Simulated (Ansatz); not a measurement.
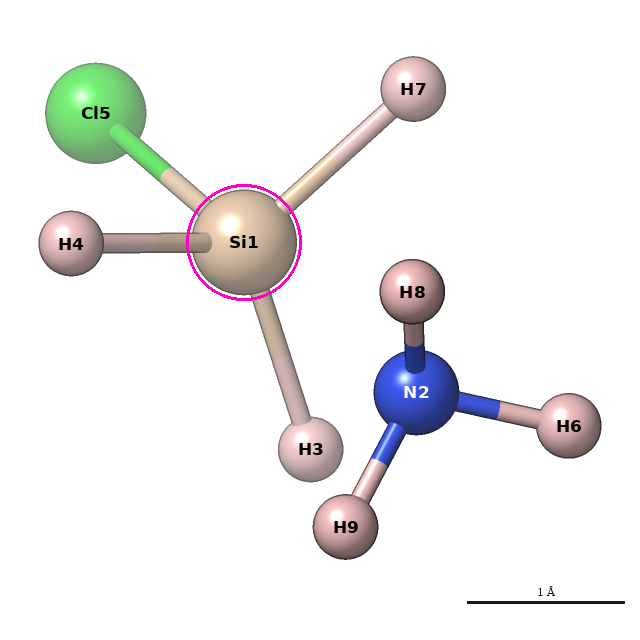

Orthographic view. Atoms fade into the background with distance from the viewer. The geometry was computed by an optimisation with PBE0-D4/def2-TZVP.

Question: Name the neighbours of the circled atom.

Answer: The circled atom is Si1; it is bonded to H3, H4, Cl5, H7.

Question: Which atom is nearest the viewer?

Answer: H8, 1.9 Å in front of the mean position.

Question: Which atom is farthest from the viewer?

Answer: Cl5, 2.6 Å behind the mean position.

Question: Of Si1 and H4, which is nearer the viewer?

Answer: H4; the bond to Si1 points away from the viewer, so it looks shorter than its 1.48 Å.
